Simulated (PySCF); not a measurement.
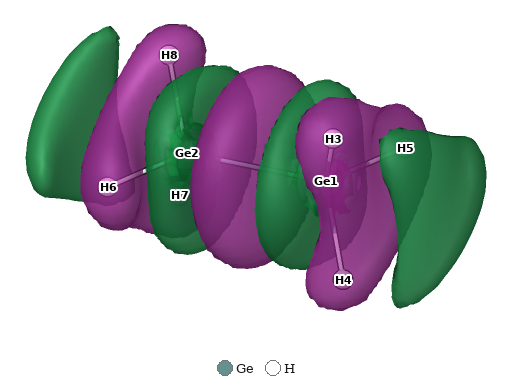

Figure 1: Ge₂H₆, SMILES `[GeH3][GeH3]`. Unrelaxed difference density of T₁ less the ground state (TDA triplet states), ±0.006 e/Å³; green: gain, purple: loss.

PySCF calculation, CAM-B3LYP/aug-cc-pVDZ, gas phase; geometry: GFN2-xTB. No frequency check shows the geometry to be a minimum. GFN2-xTB bond lengths at metals and heavier atoms can be off by up to 0.1 Å and shapes distorted, which carries into these values.

Cartesian coordinates (Å):

```
Ge1     -1.1816    0.0001   -0.0001
Ge2      1.1815    0.0000    0.0000
H3      -1.7715    1.0928   -0.8373
H4      -1.7694   -1.2749   -0.5263
H5      -1.7716    0.1788    1.3649
H6       1.7715   -0.1851   -1.3640
H7       1.7714   -1.0888    0.8424
H8       1.7715    1.2738    0.5219
```

How does the charge move on excitation?

Answer. 0.55 e is displaced in all, largely into diffuse regions outside the molecule. The state: 6.89 eV (180 nm), spin-forbidden from the singlet ground state, diffuse (Rydberg-like) orbital; the leading pair carries 98 %; hole on Ge1 and Ge2 (37 % each), electron on Ge1 and Ge2 (32 % each) and H3, H4, H5, H6, H7 and H8 (6 % each) (atom shares of so diffuse an orbital are rough); their centroids lie 0.0 Å apart.

The PySCF run took 4.2 min on 1 thread of Arm Neoverse V1, with other jobs on the host, peak memory 0.68 GiB.
